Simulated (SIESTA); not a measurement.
Band structure of Ti2Sn (P6_3/mmc, 6 atoms in the cell).

```
CELL_PARAMETERS angstrom
      4.73535     0.00000     0.00000
     -2.36768     4.10093     0.00000
      0.00000     0.00000     5.61886
ATOMIC_POSITIONS crystal
  Ti 0.66667 0.33333 0.25000
  Ti 0.33333 0.66667 0.75000
  Ti 0.00000 0.00000 0.00000
  Ti 0.00000 0.00000 0.50000
  Sn 0.66667 0.33333 0.75000
  Sn 0.33333 0.66667 0.25000
```

Computed with GGA PBEsol, numerical atomic orbitals DZP, PseudoDojo PBEsol standard norm-conserving potentials (rewritten from UPF to PSML) (SIESTA).

Settings: XC.functional = GGA; XC.authors = PBEsol; potentials = PseudoDojo PBEsol standard; PAO.BasisSize = DZP; PAO.EnergyShift = 0.01 Ry; MeshCutoff = 350 Ry; kgrid.MonkhorstPack = 7 7 5; OccupationFunction = FD; ElectronicTemperature = 1160.45 K; MaxSCFIterations = 150; SCF.Mixer.Method = Pulay; SCF.Mixer.Weight = 0.25; SCF.Mixer.History = 6; SCF.DM.Tolerance = 1.0E-04.

The starting cell comes from a database of computed structures (which also holds hypothetical and non-ambient phases and stackings), without a prior relaxation at this level. Spin polarisation is off. Values carry the incompleteness of an atom-centred basis.

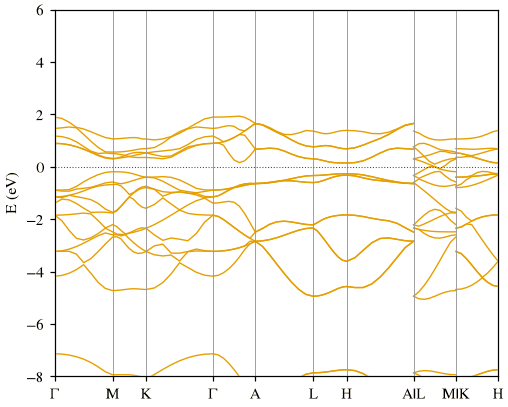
Figure. Bands along the path, energies from the Fermi level.

Levels in eV from the Fermi level, bands 35 to 40:
```
point     35     36     37     38    39    40
-----  -----  -----  -----  -----  ----  ----
Γ      -1.15  -1.15  -0.89  -0.89  0.90  0.90
M      -1.74  -0.68  -0.58  -0.19  0.30  0.32
K      -0.79  -0.74  -0.40  -0.40  0.36  0.53
A      -0.64  -0.64  -0.64  -0.64  0.67  0.67
L      -0.60  -0.60  -0.33  -0.33  0.30  0.30
H      -0.32  -0.32  -0.26  -0.26  0.15  0.15
```

Higher empty bands are left out: an atom-centred basis made for the valence describes them poorly.
